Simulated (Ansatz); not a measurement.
**Run report: C$_{2}$H$_{4}$ClGeN, geometry relaxation**

The run: geometry relaxation of C$_{2}$H$_{4}$ClGeN. Method and program: RKS PBE-D4/def2-SVP (Ansatz 0.2.0).

The geometry: force-field start. Figures and captions count atoms from 1; the log counts them from 0 in places.

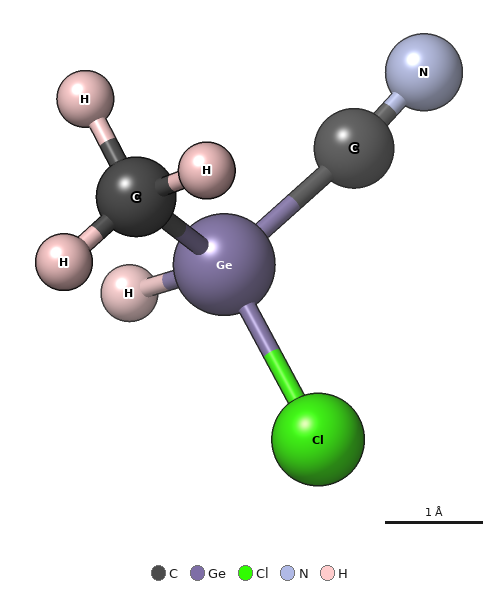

*The input geometry (ball-and-stick view, seen at a tilt). Sticks mark near contacts.*

Bond lengths as drawn: Cl–Ge 2.14 Å, C–Ge 1.91 to 1.92 Å, C–H 1.06 to 1.19 Å, C–N 1.13 Å and Ge–H 1.51 Å.

Input:
```yaml
crystal:
  periodic: [false, false, false]
  atoms:
    - {symbol: C, position_ang: [-1.086900, -0.678800, 0.277700]}
    - {symbol: Ge, position_ang: [0.600100, -0.099800, -0.418200]}
    - {symbol: Cl, position_ang: [2.098400, -1.389700, 0.392500]}
    - {symbol: C, position_ang: [1.027800, 1.704500, 0.086400]}
    - {symbol: N, position_ang: [1.169300, 2.780600, 0.382500]}
    - {symbol: H, position_ang: [-1.918700, 0.045400, -0.156300]}
    - {symbol: H, position_ang: [-1.111200, -0.552200, 1.376300]}
    - {symbol: H, position_ang: [-1.301800, -1.665900, -0.037000]}
    - {symbol: H, position_ang: [0.611600, -0.190500, -1.921100]}
basis:
  gaussian: {orbitals: def2-SVP}
hamiltonian: {xc: pbe, dispersion: d4}
relax: {f_tol: 0.03, max_steps: 200}
```

Run as:
```bash
ansatz run in.yaml --threads 4 --pin off --events-out ev --progress --plain --max-ram 10444MiB
```

What the program printed:
```
Functional definition: PBE
  name "PBE"
  cite "Perdew, Burke & Ernzerhof, Phys. Rev. Lett. 77, 3865 (1996) doi:10.1103/PhysRevLett.77.3865"
  parent pbe
  parameter kappa = 0.804
  parameter beta = 0.06672455060314922
  exchange = pbe_x(kappa = kappa, mu = beta*pi^2/3)
  correlation = pbe_c(beta = beta)
1266 factors; their error is unknown
mean field evaluation 1: about -72627.8238 eV, gradient 6.9e1 eV
mean field evaluation 2: about -72600.4358 eV, gradient 1.2e2 eV
mean field evaluation 4: about -72638.3747 eV, gradient 8.7e0 eV
mean field evaluation 8: about -72638.5453 eV, gradient 2.4e-1 eV
mean field evaluation 16: about -72638.4731 eV, gradient 1.5e-4 eV
mean field -72638.47310585 eV, -2669.4146505145 hartree, gradient 4.4e-5 eV, S^2 0.000000; 0 other end points of the search recorded, 0 dependent functions left out
the calculation of the forces begins
reference -72638.47313825 eV, -2669.4146517053 hartree; 36, 36 occupied and 76, 76 virtual orbitals, 1266 factors
relax step   1: F+E_penalty+E_count = -72638.68612018 eV  Δ(F+E_penalty+E_count) = +0.000e0 eV  max|allowed force component| = 6.145e0 eV/Å  Δτ_max = 0.0000 Å  (27 SCF iters, accepted)
these checks for a lower state are left out or cut short: starts, cluster_reference, orbital_swaps, neighbouring_geometries, increment
1266 factors; their error is unknown
mean field -72638.80320595 eV, -2669.4267814693 hartree, gradient 1.8e-5 eV, S^2 0.000000; 0 other end points of the search recorded, 0 dependent functions left out
the calculation of the forces begins
reference -72638.80323855 eV, -2669.4267826676 hartree; 36, 36 occupied and 76, 76 virtual orbitals, 1266 factors
relax step   2: F+E_penalty+E_count = -72639.01361715 eV  Δ(F+E_penalty+E_count) = -3.275e-1 eV  max|allowed force component| = 8.492e-1 eV/Å  Δτ_max = 0.1077 Å  (30 SCF iters, accepted)
these checks for a lower state are left out or cut short: starts, cluster_reference, orbital_swaps, neighbouring_geometries, increment
1266 factors; their error is unknown
mean field evaluation 32: about -72638.8200 eV, gradient 2.2e-5 eV
mean field -72638.82002772 eV, -2669.4273996581 hartree, gradient 2.2e-5 eV, S^2 0.000000; 0 other end points of the search recorded, 0 dependent functions left out
the calculation of the forces begins
reference -72638.82006042 eV, -2669.4274008597 hartree; 36, 36 occupied and 76, 76 virtual orbitals, 1266 factors
relax step   3: F+E_penalty+E_count = -72639.03026229 eV  Δ(F+E_penalty+E_count) = -1.665e-2 eV  max|allowed force component| = 2.119e-1 eV/Å  Δτ_max = 0.0323 Å  (29 SCF iters, accepted)
these checks for a lower state are left out or cut short: starts, cluster_reference, orbital_swaps, neighbouring_geometries, increment
1266 factors; their error is unknown
mean field -72638.82148980 eV, -2669.4274533885 hartree, gradient 2.3e-5 eV, S^2 0.000000; 0 other end points of the search recorded, 0 dependent functions left out
the calculation of the forces begins
reference -72638.82152248 eV, -2669.4274545897 hartree; 36, 36 occupied and 76, 76 virtual orbitals, 1266 factors
relax step   4: F+E_penalty+E_count = -72639.03178308 eV  Δ(F+E_penalty+E_count) = -1.521e-3 eV  max|allowed force component| = 5.810e-2 eV/Å  Δτ_max = 0.0094 Å  (30 SCF iters, accepted)
these checks for a lower state are left out or cut short: starts, cluster_reference, orbital_swaps, neighbouring_geometries, increment
1266 factors; their error is unknown
mean field -72638.82196599 eV, -2669.4274708881 hartree, gradient 2.2e-5 eV, S^2 0.000000; 0 other end points of the search recorded, 0 dependent functions left out
the calculation of the forces begins
reference -72638.82199866 eV, -2669.4274720889 hartree; 36, 36 occupied and 76, 76 virtual orbitals, 1266 factors
relax step   5: F+E_penalty+E_count = -72639.03235317 eV  Δ(F+E_penalty+E_count) = -5.701e-4 eV  max|allowed force component| = 3.845e-2 eV/Å  Δτ_max = 0.0109 Å  (30 SCF iters, accepted)
these checks for a lower state are left out or cut short: starts, cluster_reference, orbital_swaps, neighbouring_geometries, increment
1266 factors; their error is unknown
mean field -72638.82219794 eV, -2669.4274794121 hartree, gradient 2.2e-5 eV, S^2 0.000000; 0 other end points of the search recorded, 0 dependent functions left out
the calculation of the forces begins
reference -72638.82223062 eV, -2669.4274806130 hartree; 36, 36 occupied and 76, 76 virtual orbitals, 1266 factors
relax step   6: F+E_penalty+E_count = -72639.03265297 eV  Δ(F+E_penalty+E_count) = -2.998e-4 eV  max|allowed force component| = 2.042e-2 eV/Å  Δτ_max = 0.0115 Å  (30 SCF iters, accepted)
1266 factors; their error is unknown
mean field evaluation 64: about -72638.8221 eV, gradient 1.8e-1 eV
```

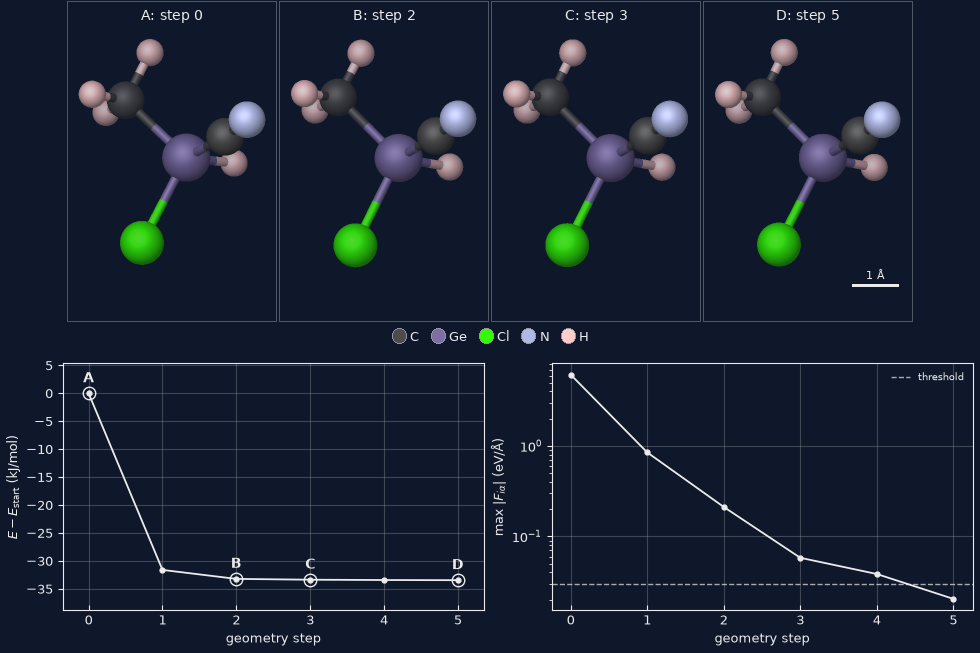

*Frames of the relaxation (ball-and-stick view, seen at a tilt) above the curves, on which the letters mark them (the first geometry is step 0 here and step 1 in the log).*

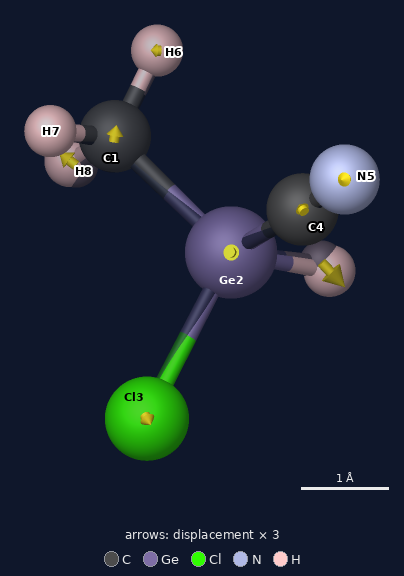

*Start (faint) and end (solid) with the displacements as yellow arrows, magnified 3 times (ball-and-stick view, seen at a tilt). The two geometries are laid on each other by the best rigid fit.*

The energy falls by 33.4 kJ/mol in 5 geometry steps. The largest force component goes from 6.1 to 0.02 eV/Å. H9 moves most after the best rigid fit: 0.13 Å. By element the largest moves are H 0.13 Å, C 0.07 Å, Ge 0.06 Å, Cl 0.05 Å, N 0.05 Å. Among the contacts that change: C1–H6 1.185 → 1.108 Å, C4–N5 1.125 → 1.173 Å, C1–H8 1.058 → 1.106 Å, Ge2–H9 1.506 → 1.544 Å. Among the angles that change: C1–Ge2–H9 110.6° → 116.4°, H7–C1–H8 113.4° → 109.3°, C1–Ge2–C4 112.6° → 108.6°. (Atoms are counted from 1 in the order of the input.)

```
mean field -72638.82219794 eV, -2669.4274794121 hartree, gradient 2.2e-5 eV, S^2 0.000000; 1 other end points of the search recorded, 0 dependent functions left out
the calculation of the forces begins
reference -72638.82223062 eV, -2669.4274806130 hartree; 36, 36 occupied and 76, 76 virtual orbitals, 1266 factors
Total energy: -72639.03268565 eV, -2669.4352146928 hartree
Atom 0 at    -1.138216    -0.636585     0.279282 Å, force     0.013980     0.003550     0.006462 eV/Å
Atom 1 at     0.587050    -0.129507    -0.466171 Å, force    -0.006055     0.012624     0.007709 eV/Å
Atom 2 at     2.147915    -1.373783     0.393643 Å, force     0.005953    -0.002804     0.000548 eV/Å
Atom 3 at     0.987416     1.686763     0.084278 Å, force    -0.020420    -0.013600    -0.009503 eV/Å
Atom 4 at     1.181823     2.792788     0.424364 Å, force     0.013504     0.007808     0.005214 eV/Å
Atom 5 at    -1.927793     0.029317    -0.121150 Å, force     0.007075    -0.004159     0.002992 eV/Å
Atom 6 at    -1.098708    -0.540649     1.380743 Å, force    -0.008228     0.004807    -0.001773 eV/Å
Atom 7 at    -1.365842    -1.685586     0.011476 Å, force    -0.005712    -0.005420    -0.008655 eV/Å
Atom 8 at     0.714955    -0.189157    -2.003666 Å, force    -0.000096    -0.002805    -0.002992 eV/Å
Dipole moment:    -0.562493    -0.531353    -0.250868 e Å
```

Trajectory as extended XYZ (Å, eV, eV/Å), 6 frames, from step=1 to step=6:
```
9
Properties=species:S:1:pos:R:3:forces:R:3 step=1 energy=-72638.68612
C    -1.0869   -0.6788    0.2777   -1.5380   3.2367   0.0912
Ge    0.6001   -0.0998   -0.4182   -0.1345   0.0016   0.0101
Cl    2.0984   -1.3897    0.3925    0.5660  -0.3084   0.2194
C     1.0278    1.7045    0.0864   -0.9405  -5.9572  -1.5644
N     1.1693    2.7806    0.3825    0.8949   6.1448   1.6886
H    -1.9187    0.0454   -0.1563    1.3079  -1.2173   0.6605
H    -1.1112   -0.5522    1.3763   -0.0297  -0.2416   0.0130
H    -1.3018   -1.6659   -0.0370   -0.3167  -1.6910  -0.3892
H     0.6116   -0.1905   -1.9211    0.1906   0.0323  -0.7294
9
Properties=species:S:1:pos:R:3:forces:R:3 step=2 energy=-72639.01362
C    -1.1230   -0.6383    0.2904   -0.5681   0.8492  -0.1418
Ge    0.5968   -0.1369   -0.4483    0.0866  -0.0491  -0.0503
Cl    2.1732   -1.3876    0.3702    0.0052  -0.0173   0.0275
C     1.0019    1.6714    0.0885    0.0074   0.5565   0.1570
N     1.1483    2.7934    0.4129    0.0013  -0.3976  -0.1038
H    -1.9214    0.0424   -0.1289    0.4904  -0.3608   0.1806
H    -1.1341   -0.5305    1.3910    0.0866  -0.1027   0.0028
H    -1.3515   -1.6642   -0.0084   -0.1122  -0.4705  -0.0124
H     0.6983   -0.1960   -1.9846    0.0029  -0.0078  -0.0598
9
Properties=species:S:1:pos:R:3:forces:R:3 step=3 energy=-72639.03026
C    -1.1317   -0.6375    0.2838   -0.0658   0.0141  -0.0126
Ge    0.5923   -0.1307   -0.4573    0.0699  -0.0790  -0.0338
Cl    2.1621   -1.3828    0.3783   -0.0105   0.0088   0.0025
C     1.0004    1.6814    0.0909   -0.0519   0.2119   0.0474
N     1.1596    2.7973    0.4230    0.0210  -0.1782  -0.0424
H    -1.9089    0.0321   -0.1323   -0.0319   0.0218  -0.0146
H    -1.1166   -0.5281    1.3843    0.0236  -0.0408   0.0056
H    -1.3703   -1.6838    0.0092    0.0388   0.0271   0.0387
H     0.7017   -0.1941   -1.9971    0.0069   0.0143   0.0093
9
Properties=species:S:1:pos:R:3:forces:R:3 step=4 energy=-72639.03178
C    -1.1352   -0.6331    0.2822    0.0103  -0.0581  -0.0027
Ge    0.5923   -0.1337   -0.4614    0.0240  -0.0035  -0.0091
Cl    2.1591   -1.3833    0.3828   -0.0169   0.0073  -0.0020
C     0.9948    1.6809    0.0890   -0.0458   0.0322  -0.0032
N     1.1615    2.7933    0.4238    0.0319  -0.0196   0.0027
H    -1.9177    0.0327   -0.1291   -0.0215   0.0241  -0.0126
H    -1.1089   -0.5307    1.3832    0.0076  -0.0068   0.0014
H    -1.3660   -1.6824    0.0131    0.0053   0.0271   0.0174
H     0.7086   -0.1902   -2.0007    0.0051  -0.0027   0.0081
9
Properties=species:S:1:pos:R:3:forces:R:3 step=5 energy=-72639.03235
C    -1.1367   -0.6346    0.2809    0.0159  -0.0136  -0.0058
Ge    0.5896   -0.1310   -0.4651    0.0011   0.0066   0.0087
Cl    2.1499   -1.3807    0.3880    0.0049   0.0000   0.0029
C     0.9909    1.6848    0.0865   -0.0384  -0.0244  -0.0172
N     1.1704    2.7939    0.4244    0.0270   0.0182   0.0114
H    -1.9230    0.0314   -0.1254   -0.0026  -0.0014   0.0077
H    -1.1018   -0.5367    1.3822   -0.0026   0.0113  -0.0018
H    -1.3653   -1.6841    0.0146   -0.0033   0.0039  -0.0082
H     0.7146   -0.1893   -2.0032   -0.0018  -0.0007   0.0022
9
Properties=species:S:1:pos:R:3:forces:R:3 step=6 energy=-72639.03265
C    -1.1382   -0.6366    0.2793    0.0140   0.0036   0.0065
Ge    0.5870   -0.1295   -0.4662   -0.0061   0.0126   0.0077
Cl    2.1479   -1.3738    0.3936    0.0060  -0.0028   0.0005
C     0.9874    1.6868    0.0843   -0.0204  -0.0136  -0.0095
N     1.1818    2.7928    0.4244    0.0135   0.0078   0.0052
H    -1.9278    0.0293   -0.1211    0.0071  -0.0042   0.0030
H    -1.0987   -0.5406    1.3807   -0.0082   0.0048  -0.0018
H    -1.3658   -1.6856    0.0115   -0.0057  -0.0054  -0.0087
H     0.7150   -0.1892   -2.0037   -0.0001  -0.0028  -0.0030
```

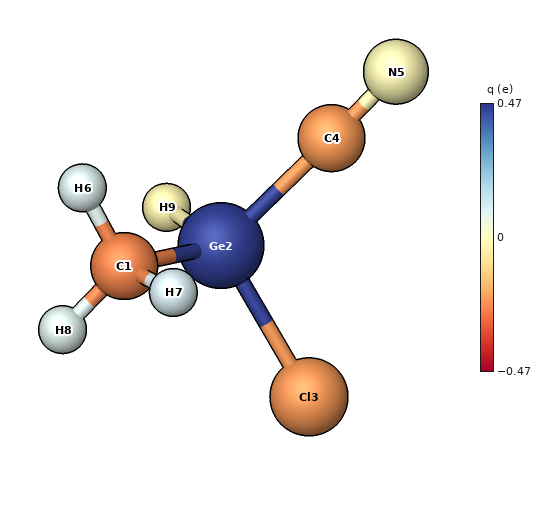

*Mulliken charges, as the colour of each atom (ball-and-stick view, seen at a tilt; atoms are numbered from 1 in the order of the input; Mulliken charges depend strongly on the basis).*

By element: C −0.24 to −0.21, Ge +0.45, Cl −0.22, N −0.02 and H −0.03 to +0.09 e.

Summary:

```csv
quantity,value
outcome,converged
total energy,−72639.0327 eV
mean-field energy,−72638.8222 eV
dispersion energy,−0.2105 eV
SCF solution under orbital rotations,stable
largest force (length of the vector) at the end,0.026 eV/Å
dipole moment,3.91 D
hardware,"4 threads of Arm Neoverse V2, 23 GiB of memory available, shared host"
wall time,7 s (CPU time 25 s)
peak memory,0.17 GiB
```
